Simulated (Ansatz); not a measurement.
## Electronic structure of Cl3HSi···H2O in real space

Input

```
crystal:
  periodic: [false, false, false]
  atoms:
    - { symbol: Si, position_ang: [0.248319, 0.077084, -0.210991] }
    - { symbol: H, position_ang: [0.08057, 0.045306, 1.243545] }
    - { symbol: Cl, position_ang: [2.271457, 0.025591, -0.574464] }
    - { symbol: Cl, position_ang: [-0.498503, 1.767905, -1.064745] }
    - { symbol: Cl, position_ang: [-0.560773, -1.610195, -1.058298] }
    - { symbol: O, position_ang: [-2.301672, 0.067184, 1.127812] }
    - { symbol: H, position_ang: [-2.82584, -0.696628, 0.84127] }
    - { symbol: H, position_ang: [-1.674959, -0.305947, 1.790372] }
basis:
  gaussian: { orbitals: "6-31G*" }
hamiltonian:
  xc: r2scan
relax:
  f_tol: 0.03
  max_steps: 50
output:
  orbitals: {}
```

Run with:

```sh
ansatz run input.yaml --threads 4 --pin off --max-ram 5120MiB --backend cpu --events-out ev --progress --plain --runs-dir out
```

The fields are those of the run's last geometry, not of the input's.

Computed with RKS r2SCAN/6-31G* in Ansatz 0.2.0.

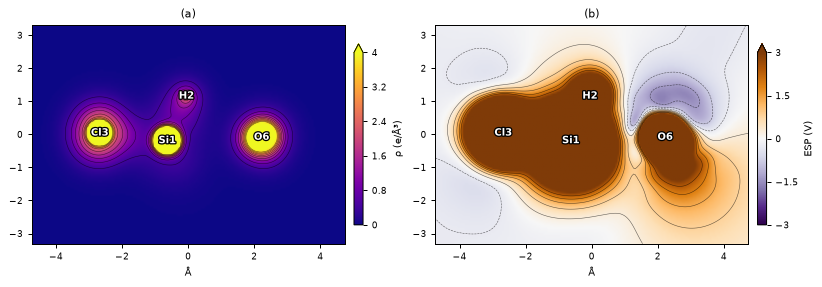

Figure 1. (a) electron density; (b) electrostatic potential on the plane of atoms H2, Si1 and Cl3.

Read the bonding off the picture.

- Atoms in the plane: Si, H, Cl and O.
- Si1···O6 (2.87 Å): the density falls to about 0.11 e/Å³ on the way.
- Si–Cl (2.06 Å): ρ is about 0.9 e/Å³ halfway.
- Si–H (1.46 Å): ρ at the midpoint is about 0.86 e/Å³.
- Outside the dense part of the complex the potential is most negative (−1.6 V) near O6.

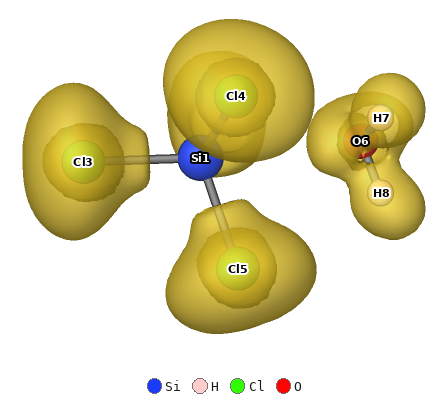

Figure 2. Isosurface of the electron localisation function at 0.75 (yellow), seen at a tilt. Only the valence region is drawn (cores and ρ < 0.01 e/Å³ removed).

Identify the bonds, lone pairs and shells in this picture.

The surface consists of one region around a hydrogen nucleus, three regions on Cl in which the atom's valence shell and bonds are merged and one joined region spread over several atoms (H, O), in which their bonds and any lone pairs are merged. Profiles from the grid: Si1···O6 (2.87 Å): the ELF is about 0.10 at the midpoint. Si–Cl (2.06 Å): the ELF peaks at about 0.90 between the atoms, as expected for a shared but strongly polarised pair.

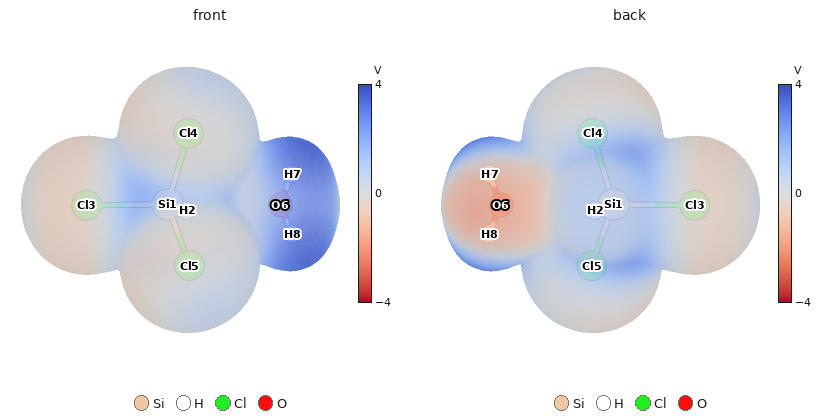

Figure 3. The electrostatic potential painted on the density surface at 0.004 e/bohr³, seen from the front and from behind; red is negative and blue positive.

Describe the electrostatic potential map.

The most negative region (about −1.5 V) lies over O6, the most positive (about +3.4 V) over H7 and H8. Cl3 shows a σ-hole: about +0.3 V at the tip opposite its bond, against about −0.3 V on its flanks. O6 is the likeliest acceptor of a hydrogen bond.

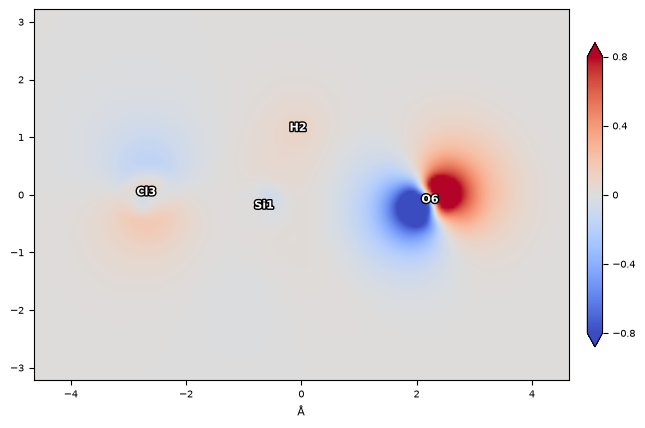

Figure 4. One frontier orbital on the plane of atoms H2, Si1 and Cl3 (values in Å⁻³ᐟ²; the overall sign is arbitrary).

Which orbital is it: HOMO or LUMO?

The HOMO, at −7.64 eV. By Hirshfeld shares it lies mainly on O6 (about 70 %), Cl5 (about 10 %) and Cl4 (about 5 %); largely a lone pair of O6.
